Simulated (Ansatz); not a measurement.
# What a change does: single-point calculation on C$_{3}$H$_{5}$ClGe

System: C$_{3}$H$_{5}$ClGe, SMILES CC#[C][GeH2][Cl].
Method of the first run: RHF/def2-SVP (Ansatz 0.2.0).

Text and figures count atoms from 1; the logs count them from 0 in places.

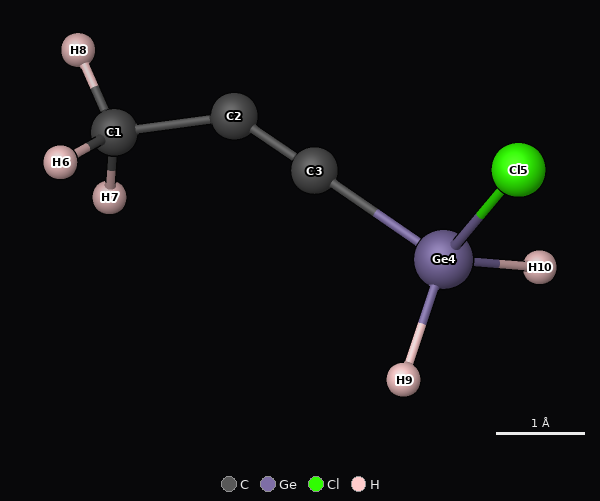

Fig. 1: The input geometry (ball-and-stick view, seen at a tilt; atoms are numbered from 1 in the order of the input). Sticks mark near contacts.

## Input file, the first run
```yaml
crystal:
  periodic: [false, false, false]
  atoms:
    - { symbol: C, position_ang: [-1.281817, -1.598727, 0.953137] }
    - { symbol: C, position_ang: [-0.478906, -0.655877, 0.209522] }
    - { symbol: C, position_ang: [0.272765, 0.231587, 0.386246] }
    - { symbol: Ge, position_ang: [1.496974, 1.652414, 0.684216] }
    - { symbol: Cl, position_ang: [0.950968, 3.323123, -0.590295] }
    - { symbol: H, position_ang: [-2.045939, -1.077273, 1.529238] }
    - { symbol: H, position_ang: [-0.658288, -2.168848, 1.641688] }
    - { symbol: H, position_ang: [-1.774611, -2.295502, 0.275363] }
    - { symbol: H, position_ang: [1.41307, 2.145061, 2.122727] }
    - { symbol: H, position_ang: [2.909538, 1.238984, 0.293376] }
basis:
  gaussian: { orbitals: def2-SVP }
hamiltonian:
  xc: hf
output:
  forces: true
```

Launched with:
```bash
ansatz run input.yaml --threads 1 --pin off --max-ram 2560MiB --backend cpu --events-out ev --progress --plain --runs-dir out
```

Hardware: 1 thread of Arm Neoverse V2, 24 GiB of memory available, shared host.

## Output (the first run)
```
Engine: ansatz 0.2.0, aarch64-unknown-linux-gnu
Functional definition: HF
  exchange = exact_x
  correlation = 0
1168 factors; integrals over basis functions are off by at most 1.4e-3 eV
mean field evaluation 1: about -72130.6916 eV, gradient 2.9e1 eV
mean field evaluation 2: about -72130.7701 eV, gradient 2.8e1 eV
mean field evaluation 4: about -72133.3333 eV, gradient 3.7e0 eV
mean field evaluation 8: about -72133.3721 eV, gradient 1.4e-1 eV
mean field -72133.37234022 eV, -2650.8525397474 hartree, gradient 2.6e-5 eV, S^2 0.000000; 0 other end points of the search recorded, 0 dependent functions left out
the calculation of the forces begins
reference -72133.37234022 eV, -2650.8525397474 hartree; 36, 36 occupied and 81, 81 virtual orbitals, 1168 factors
Total energy: -72133.37234022 eV, -2650.8525397474 hartree
Atom 0 at    -1.281817    -1.598727     0.953137 Å, force    -1.488960    -1.781544    -0.910870 eV/Å
Atom 1 at    -0.478906    -0.655877     0.209522 Å, force    -1.099297    -1.343228     1.886306 eV/Å
Atom 2 at     0.272765     0.231587     0.386246 Å, force     2.696543     3.234298    -0.907304 eV/Å
Atom 3 at     1.496974     1.652414     0.684216 Å, force     0.098806     0.114839    -0.257937 eV/Å
Atom 4 at     0.950968     3.323123    -0.590295 Å, force     0.013339     0.007947     0.022440 eV/Å
Atom 5 at    -2.045939    -1.077273     1.529238 Å, force     0.019297     0.043652    -0.081510 eV/Å
Atom 6 at    -0.658288    -2.168848     1.641688 Å, force     0.052231     0.049919    -0.096606 eV/Å
Atom 7 at    -1.774611    -2.295502     0.275363 Å, force    -0.258559    -0.278768     0.311651 eV/Å
Atom 8 at     1.413070     2.145061     2.122727 Å, force    -0.042617    -0.059449     0.013104 eV/Å
Atom 9 at     2.909538     1.238984     0.293376 Å, force     0.009217     0.012334     0.020725 eV/Å
Dipole moment:     0.001843    -0.468504     0.466618 e Å
```

For the second run the input was changed thus:
```diff
-    - { symbol: C, position_ang: [-1.281817, -1.598727, 0.953137] }
+    - { symbol: C, position_ang: [-1.418021, -1.75867, 0.49064] }
-    - { symbol: C, position_ang: [0.272765, 0.231587, 0.386246] }
-    - { symbol: Ge, position_ang: [1.496974, 1.652414, 0.684216] }
-    - { symbol: Cl, position_ang: [0.950968, 3.323123, -0.590295] }
-    - { symbol: H, position_ang: [-2.045939, -1.077273, 1.529238] }
-    - { symbol: H, position_ang: [-0.658288, -2.168848, 1.641688] }
-    - { symbol: H, position_ang: [-1.774611, -2.295502, 0.275363] }
-    - { symbol: H, position_ang: [1.41307, 2.145061, 2.122727] }
-    - { symbol: H, position_ang: [2.909538, 1.238984, 0.293376] }
+    - { symbol: C, position_ang: [0.286122, 0.247398, -0.02829] }
+    - { symbol: Ge, position_ang: [1.503075, 1.659704, -0.389733] }
+    - { symbol: Cl, position_ang: [0.638556, 2.956387, -1.901351] }
+    - { symbol: H, position_ang: [-2.306044, -1.382712, 0.99834] }
+    - { symbol: H, position_ang: [-0.946011, -2.506718, 1.127475] }
+    - { symbol: H, position_ang: [-1.727286, -2.239928, -0.436972] }
+    - { symbol: H, position_ang: [1.725619, 2.512209, 0.852348] }
+    - { symbol: H, position_ang: [2.80547, 1.116903, -0.962579] }
```

What does this change do to the results?

On the same kind of shared host the second run took about 170 times as long.

## Output (the second run)
```
Engine: ansatz 0.2.0, aarch64-unknown-linux-gnu
Functional definition: HF
  exchange = exact_x
  correlation = 0
1170 factors; integrals over basis functions are off by at most 1.5e-3 eV
mean field evaluation 1: about -72131.6380 eV, gradient 2.8e1 eV
mean field evaluation 2: about -72131.7100 eV, gradient 2.7e1 eV
mean field evaluation 4: about -72134.1645 eV, gradient 3.5e0 eV
mean field evaluation 8: about -72134.1979 eV, gradient 1.4e-4 eV
mean field -72134.19788266 eV, -2650.8828778722 hartree, gradient 1.6e-5 eV, S^2 0.000000; 0 other end points of the search recorded, 0 dependent functions left out
the calculation of the forces begins
reference -72134.19788266 eV, -2650.8828778722 hartree; 36, 36 occupied and 81, 81 virtual orbitals, 1170 factors
Total energy: -72134.19788266 eV, -2650.8828778722 hartree
Atom 0 at    -1.418021    -1.758670     0.490640 Å, force     0.177974     0.205660    -0.041307 eV/Å
Atom 1 at    -0.478906    -0.655877     0.209522 Å, force     0.454798     0.542806    -0.164278 eV/Å
Atom 2 at     0.286122     0.247398    -0.028290 Å, force    -0.664803    -0.789545     0.215502 eV/Å
Atom 3 at     1.503075     1.659704    -0.389733 Å, force     0.001978     0.005427    -0.001086 eV/Å
Atom 4 at     0.638556     2.956387    -1.901351 Å, force     0.000749    -0.000673     0.001254 eV/Å
Atom 5 at    -2.306044    -1.382712     0.998340 Å, force     0.010193     0.013822    -0.002148 eV/Å
Atom 6 at    -0.946011    -2.506718     1.127475 Å, force     0.009725     0.010504    -0.002007 eV/Å
Atom 7 at    -1.727286    -2.239928    -0.436972 Å, force     0.012598     0.014596    -0.005785 eV/Å
Atom 8 at     1.725619     2.512209     0.852348 Å, force    -0.001723    -0.001039    -0.000284 eV/Å
Atom 9 at     2.805470     1.116903    -0.962579 Å, force    -0.001491    -0.001558     0.000141 eV/Å
Dipole moment:    -0.025291    -0.510366     0.374960 e Å
```

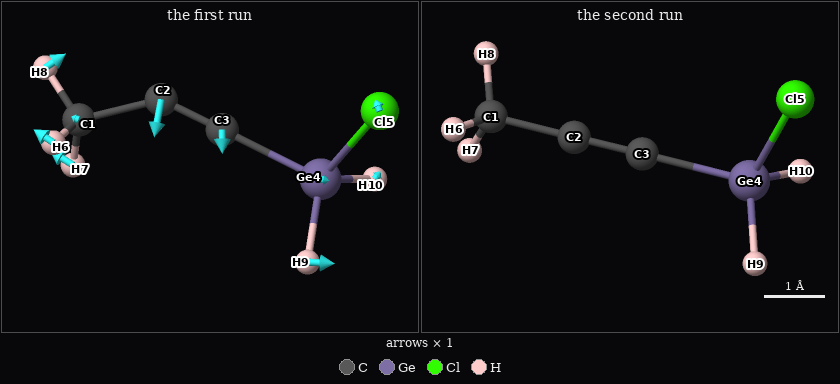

Fig. 2: The two input geometries at one scale (ball-and-stick view, seen at a tilt). The teal arrows on the first give the shifts of the atoms after the best rigid fit, at true length. C2 moves most after the best rigid fit: 0.65 Å. Largest moves by element: C 0.65 Å, H 0.48 Å, Cl 0.22 Å, Ge 0.15 Å. Among the contacts that change: C1–C2 1.445 → 1.476 Å, C2–C3 1.176 → 1.207 Å.

## The two runs side by side

| quantity | the first run | the second run |
| --- | --- | --- |
| outcome | converged | converged |
| total energy (hartree) | −2650.852540 | – |
| largest force (eV/Å) | 4.308 | – |
| basis functions | 117 | – |
| wall time (shared host) | 3.1 s | 8.8 min |
